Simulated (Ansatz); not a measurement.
```xyz
8

Si    0.0186   -0.0087   -0.0925
H     0.1697   -0.0917    1.3663
H     1.3539    0.0172   -0.7308
H    -0.7186    1.2269   -0.4497
H    -0.7416   -1.1821   -0.5821
N     0.3353   -0.2083    3.6213
H    -0.6250   -0.5586    3.6928
H     0.2089    0.8053    3.6961
```

These are results of UKS BHLYP-D4/def2-SVP in Ansatz, not measurements.

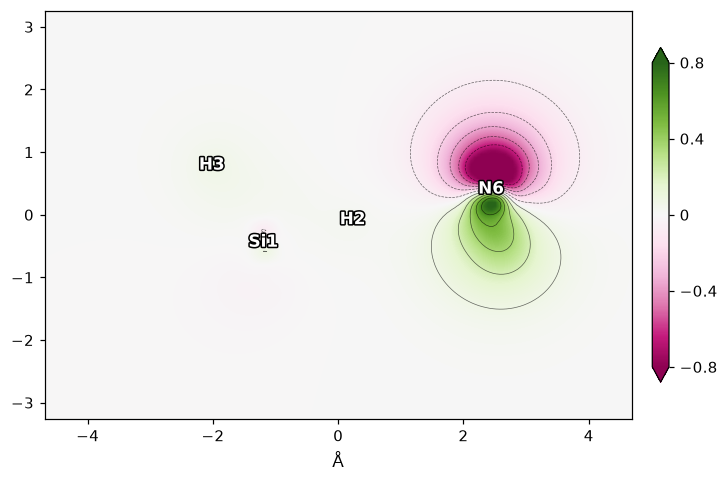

SiH4···NH2 (doublet). The HOMO−1 (α) on the plane of atoms H2, Si1 and H3 (values in Å⁻³ᐟ²; the overall sign is arbitrary).

Question: Describe this orbital and give its energy.

Answer: By Hirshfeld shares it lies mainly on N6 (about 80 %), H7 (about 10 %) and H8 (about 10 %); largely a lone pair of N6. Its energy is −10.71 eV.
